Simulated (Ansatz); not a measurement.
**BN (boron nitride) at U-wB97M-V/cc-pVTZ**

What is the electronic atomisation energy of BN (boron nitride) at U-wB97M-V/cc-pVTZ? 

The results are computed with Ansatz 0.2.0.

32 further runs of the same task are left out: 32 set aside as unsound or not needed.

## (1) The structure to begin with

BN has 2 atoms, charge 0, and is taken as a triplet. SMILES: `B#N`. Geometry: relaxed at PBE0-D4/def2-TZVP.

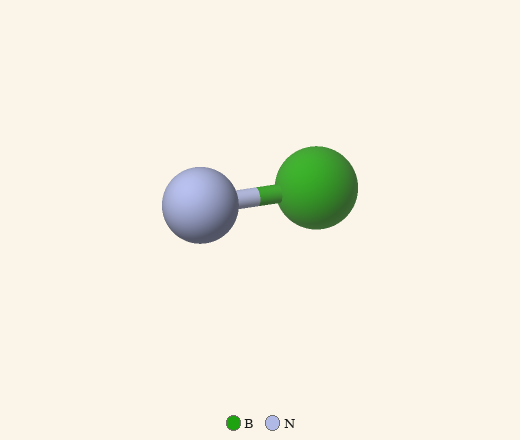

Viewed from a chosen angle; boron green, nitrogen light blue.

## (2) A single-point energy at U-wB97M-V/cc-pVTZ

input.yaml

```yaml
crystal:
  periodic: [false, false, false]
  atoms:
    - {symbol: B, position_ang: [-0.000000, -0.000000, -0.023520]}
    - {symbol: N, position_ang: [0.000000, 0.000000, 1.291950]}
basis:
  gaussian: {orbitals: cc-pVTZ}
magnetization: {spin_polarized: true, initial_magnetization: 2}
hamiltonian: {xc: {name: wB97M-V}}
accuracy: high
output: {orbitals: {seedname: orbitals}}
```

On the command line:

```sh
$ ansatz run input.yaml --threads 1 --pin off --max-ram 3480MiB --events-out events.jsonl --progress --plain --runs-dir runs
```

Log:

```text
Warning: RAYON_NUM_THREADS=1 ignored (pool sized by the plan → 1); use --threads N
Functional definition: wB97M-V
  name "wB97M-V"
  parameter omega = 0.3/bohr
  parameter cx = 0.15
  parameter cx01 = 1.007
  parameter cx10 = 0.259
  parameter css00 = 0.443
  parameter css04 = -1.437
  parameter css10 = -4.535
  parameter css20 = -3.390
  parameter css43 = 4.278
  parameter cos00 = 1.000
  parameter cos10 = 1.358
  parameter cos20 = 2.924
  parameter cos21 = -8.812
  parameter cos60 = -1.390
  parameter cos61 = 9.142
  parameter b = 6.0
  parameter c = 0.01
  gx(w, u) = 1 - cx + cx01*u + cx10*w
  gss(w, u) = css00 + css04*u^4 + css10*w + css20*w^2 + css43*w^4*u^3
  gos(w, u) = cos00 + cos10*w + (cos20 + cos21*u)*w^2 + (cos60 + cos61*u)*w^6
  exchange = spin_sum(e_x_unif_sr(omega)*gx(b97_w, b97_u_x)) + cx*exact_x_sr(omega) + exact_x_lr(omega)
  correlation = spin_sum(e_c_pw_mod_same_spin*gss(b97_w, b97_u_same))
      + integral(e_c_pw_mod_opposite_spin*gos(b97_w_opposite, b97_u_opposite)) + vv10(b, c)
848 factors; integrals over basis functions are off by at most 2.6e-9 eV
195 factors; integrals over basis functions are off by at most 2.6e-9 eV
mean field evaluation 1: about -2157.9894 eV, gradient 2.4e1 eV
mean field evaluation 2: about -2155.2721 eV, gradient 3.5e1 eV
mean field evaluation 4: about -2160.8248 eV, gradient 8.9e-1 eV
mean field evaluation 8: about -2160.8779 eV, gradient 8.7e-2 eV
mean field evaluation 16: about -2160.8782 eV, gradient 3.9e-4 eV
mean field -2160.87815412 eV, -79.4108074680 hartree, gradient 6.7e-8 eV, S^2 2.003114; 1 other end points of the search recorded, 0 dependent functions left out
reference -2160.87815690 eV, -79.4108075703 hartree; 7, 5 occupied and 53, 55 virtual orbitals, 848 factors
Total energy: -2160.87815690 eV, -79.4108075703 hartree
```

Wall time 12 s (1 thread of Arm Neoverse V1, shared host); peak memory 0.28 GiB.

## (3) The B atom

input.yaml

```yaml
crystal:
  periodic: [false, false, false]
  atoms:
    - {symbol: B, position_ang: [0.000000, 0.000000, 0.000000]}
basis:
  gaussian: {orbitals: cc-pVTZ}
hamiltonian: {xc: {name: wB97M-V}}
magnetization: {spin_polarized: true, initial_magnetization: 1}
accuracy: high
```

On the command line:

```sh
$ ansatz run input.yaml --threads 1 --pin off --max-ram 3480MiB --events-out events.jsonl --progress --plain --runs-dir runs
```

Log:

```text
Warning: RAYON_NUM_THREADS=1 ignored (pool sized by the plan → 1); use --threads N
Functional definition: wB97M-V
  name "wB97M-V"
  parameter omega = 0.3/bohr
  parameter cx = 0.15
  parameter cx01 = 1.007
  parameter cx10 = 0.259
  parameter css00 = 0.443
  parameter css04 = -1.437
  parameter css10 = -4.535
  parameter css20 = -3.390
  parameter css43 = 4.278
  parameter cos00 = 1.000
  parameter cos10 = 1.358
  parameter cos20 = 2.924
  parameter cos21 = -8.812
  parameter cos60 = -1.390
  parameter cos61 = 9.142
  parameter b = 6.0
  parameter c = 0.01
  gx(w, u) = 1 - cx + cx01*u + cx10*w
  gss(w, u) = css00 + css04*u^4 + css10*w + css20*w^2 + css43*w^4*u^3
  gos(w, u) = cos00 + cos10*w + (cos20 + cos21*u)*w^2 + (cos60 + cos61*u)*w^6
  exchange = spin_sum(e_x_unif_sr(omega)*gx(b97_w, b97_u_x)) + cx*exact_x_sr(omega) + exact_x_lr(omega)
  correlation = spin_sum(e_c_pw_mod_same_spin*gss(b97_w, b97_u_same))
      + integral(e_c_pw_mod_opposite_spin*gos(b97_w_opposite, b97_u_opposite)) + vv10(b, c)
294 factors; integrals over basis functions are off by at most 2.4e-9 eV
136 factors; integrals over basis functions are off by at most 1.4e-9 eV
mean field evaluation 1: about -670.6998 eV, gradient 1.8e0 eV
mean field evaluation 2: about -670.7437 eV, gradient 5.8e-1 eV
mean field evaluation 4: about -670.7502 eV, gradient 1.1e-1 eV
mean field evaluation 8: about -670.7504 eV, gradient 1.6e-4 eV
mean field evaluation 16: about -670.7504 eV, gradient 1.4e-8 eV
mean field -670.75044961 eV, -24.6496243723 hartree, gradient 1.4e-8 eV, S^2 0.750851; 0 other end points of the search recorded, 0 dependent functions left out
reference -670.75045188 eV, -24.6496244558 hartree; 3, 2 occupied and 27, 28 virtual orbitals, 294 factors
Total energy: -670.75045188 eV, -24.6496244558 hartree
```

It took 2.7 s on 1 thread of Arm Neoverse V1, shared host; peak memory 0.16 GiB.

## (4) The N atom at the same level

molecule.yaml

```yaml
crystal:
  periodic: [false, false, false]
  atoms:
    - {symbol: N, position_ang: [0.000000, 0.000000, 0.000000]}
basis:
  gaussian: {orbitals: cc-pVTZ}
magnetization: {spin_polarized: true, initial_magnetization: 3}
hamiltonian: {xc: {name: wB97M-V}}
accuracy: high
```

On the command line:

```sh
$ ansatz run molecule.yaml --threads 1 --pin off --max-ram 3480MiB --events-out events.jsonl --progress --plain --runs-dir runs
```

Log:

```text
Warning: RAYON_NUM_THREADS=1 ignored (pool sized by the plan → 1); use --threads N
Functional definition: wB97M-V
  name "wB97M-V"
  parameter omega = 0.3/bohr
  parameter cx = 0.15
  parameter cx01 = 1.007
  parameter cx10 = 0.259
  parameter css00 = 0.443
  parameter css04 = -1.437
  parameter css10 = -4.535
  parameter css20 = -3.390
  parameter css43 = 4.278
  parameter cos00 = 1.000
  parameter cos10 = 1.358
  parameter cos20 = 2.924
  parameter cos21 = -8.812
  parameter cos60 = -1.390
  parameter cos61 = 9.142
  parameter b = 6.0
  parameter c = 0.01
  gx(w, u) = 1 - cx + cx01*u + cx10*w
  gss(w, u) = css00 + css04*u^4 + css10*w + css20*w^2 + css43*w^4*u^3
  gos(w, u) = cos00 + cos10*w + (cos20 + cos21*u)*w^2 + (cos60 + cos61*u)*w^6
  exchange = spin_sum(e_x_unif_sr(omega)*gx(b97_w, b97_u_x)) + cx*exact_x_sr(omega) + exact_x_lr(omega)
  correlation = spin_sum(e_c_pw_mod_same_spin*gss(b97_w, b97_u_same))
      + integral(e_c_pw_mod_opposite_spin*gos(b97_w_opposite, b97_u_opposite)) + vv10(b, c)
299 factors; integrals over basis functions are off by at most 2.3e-9 eV
100 factors; integrals over basis functions are off by at most 5.9e-10 eV
mean field evaluation 1: about -1485.4047 eV, gradient 4.8e0 eV
mean field evaluation 2: about -1485.4625 eV, gradient 1.4e0 eV
mean field evaluation 4: about -1485.4695 eV, gradient 2.3e-1 eV
mean field evaluation 8: about -1485.4697 eV, gradient 2.1e-4 eV
mean field -1485.46971045 eV, -54.5900049714 hartree, gradient 1.2e-8 eV, S^2 3.752541; 0 other end points of the search recorded, 0 dependent functions left out
reference -1485.46971195 eV, -54.5900050268 hartree; 5, 2 occupied and 25, 28 virtual orbitals, 299 factors
Total energy: -1485.46971195 eV, -54.5900050268 hartree
```

It took 2.3 s on 1 thread of Arm Neoverse V1, shared host; peak memory 0.16 GiB.

## (5) What came out

Level: U-wB97M-V/cc-pVTZ.

```
                                    quantity         value
                      molecule: total energy  -79.41081 Eh
molecule: HOMO energy (highest over α and β)     -10.90 eV
 molecule: LUMO energy (lowest over α and β)      -2.91 eV
                              molecule: ⟨S²⟩         2.003
                        B atom: total energy  -24.64962 Eh
                                B atom: ⟨S²⟩         0.751
                        N atom: total energy  -54.59001 Eh
                                N atom: ⟨S²⟩         3.753
               electronic atomisation energy      4.658 eV
```

Taking the molecule apart into free atoms costs 4.66 eV (449 kJ/mol), before zero-point energy and without spin-orbit coupling.
